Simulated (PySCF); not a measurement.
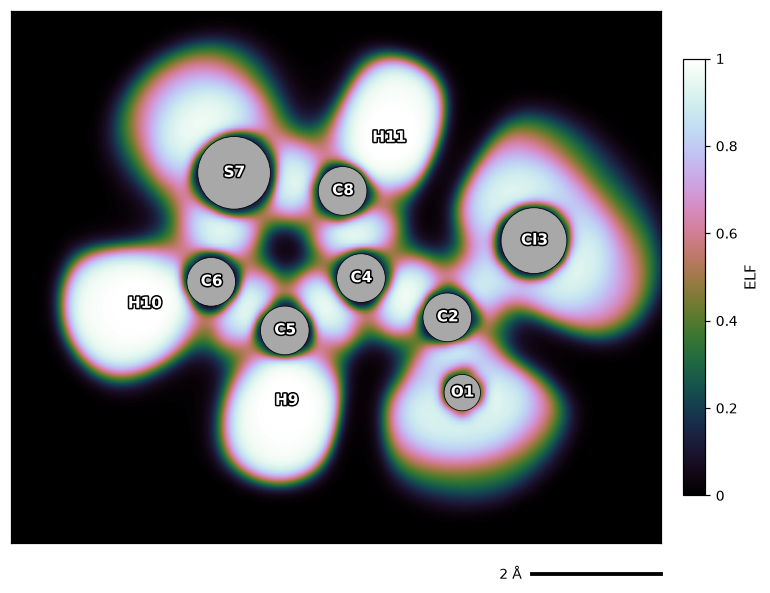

C$_{5}$H$_{3}$ClOS (SMILES O=C(Cl)c1ccsc1). Electron localisation function on the molecular plane. Grey discs cover the atomic cores.

Geometry: PBE0-D3(BJ)/def2-SVP.

Method: CAM-B3LYP/def2-SVPD, SCF density, gas phase (PySCF 2.14.0).

```yaml
atoms:
  - { symbol: O, position_ang: [-3.0832, -1.8544, -0.0622] }
  - { symbol: C, position_ang: [-2.7342, -0.7589, -0.3598] }
  - { symbol: Cl, position_ang: [-3.9354, 0.4564, -0.8966] }
  - { symbol: C, position_ang: [-1.3531, -0.2635, -0.3359] }
  - { symbol: C, position_ang: [-0.2705, -1.1145, 0.0523] }
  - { symbol: C, position_ang: [0.9300, -0.4673, 0.0120] }
  - { symbol: S, position_ang: [0.7511, 1.1712, -0.4924] }
  - { symbol: C, position_ang: [-0.9358, 1.0105, -0.6584] }
  - { symbol: H, position_ang: [-0.4069, -2.1564, 0.3416] }
  - { symbol: H, position_ang: [1.9171, -0.8608, 0.2513] }
  - { symbol: H, position_ang: [-1.5584, 1.8429, -0.9814] }
```

What do the fields say about this system?

Answer.
- Atoms in the plane: O, C, Cl, S and H.
- C–O (1.19 Å): the ELF peaks at about 0.85 between the atoms: a multiple bond.
- C–C (1.36 Å): the ELF peaks at about 0.95 between the atoms, as expected for localised, covalent bonding.
- C–S (1.70 Å): the ELF peaks at about 0.95 between the atoms, as expected for localised, covalent bonding.
- C–Cl (1.79 Å): the ELF peaks at about 0.90 between the atoms (localised, covalent bonding).
- C–H (1.09 Å): the ELF climbs to about 1 towards the hydrogen, as it does in any bond to H; a covalent bond by its length.
- The ELF also peaks beside O1, Cl3 and S7, away from the bonds: lone-pair regions.
